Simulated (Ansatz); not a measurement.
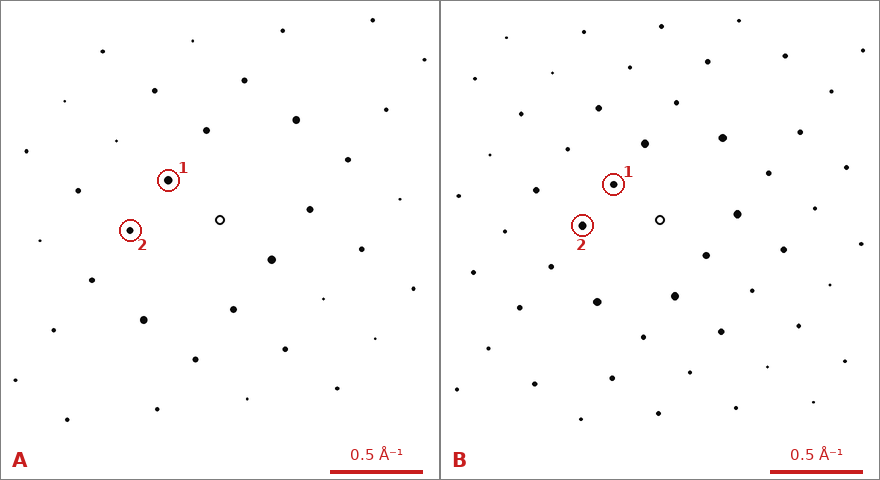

Kinematic electron diffraction patterns (300 kV, B = 0.5 Å², same scale) along [101] of the run's own cell, for the start and the end of one relaxation of HBrO with DFT, PAW plane waves, r2scan (Ansatz 0.2.0). k mesh 8×8×5. The start is a generated model structure, and the relaxation ends in the nearest stationary point of its symmetry, not necessarily the ground state. Spot 1 is -1 0 1 and spot 2 is -1 -1 1 in both.

Start structure:

```
H Br O
1.0
     3.54256    0.00000    0.00000
     0.00000    3.54256    0.00000
     0.00000    0.00000    6.80044
H Br O
2 2 2
Cartesian
  0.0000 1.7713 1.2166
  1.7713 0.0000 5.5838
  0.0000 1.7713 4.2047
  1.7713 0.0000 2.5957
  0.0000 0.0000 0.0000
  1.7713 1.7713 0.0000
```

Which pattern belongs to the start structure, and which to the relaxed one?

B is the start: its cell gives d(1) = 3.142 Å, d(2) = 2.351 Å and an angle of 41.6°. A is the relaxed structure, with d(1) = 2.805 Å (-10.7 %), d(2) = 2.019 Å (-14.1 %) and 44.0°.

Name reflections whose intensity changes strongly on relaxation.

1 -1 -1 goes from 95 to 43 % of the strongest spot; 1 0 -1 goes from 50 to 100 % of the strongest spot; 2 -1 -2 goes from 33 to 18 % of the strongest spot.

Summarise the relaxation behind the change.

The volume changed by +5.7 % to 15.03 Å³ an atom; with the mean shift removed, the atoms moved by up to 1.60 Å relative to the cell (H most); the space group stayed P4/nmm (No. 129); the free energy fell by 1100 meV an atom. Relaxed cell: a = 2.908 Å, b = 2.908 Å, c = 10.669 Å, α = 90.00°, β = 90.00°, γ = 90.00°.
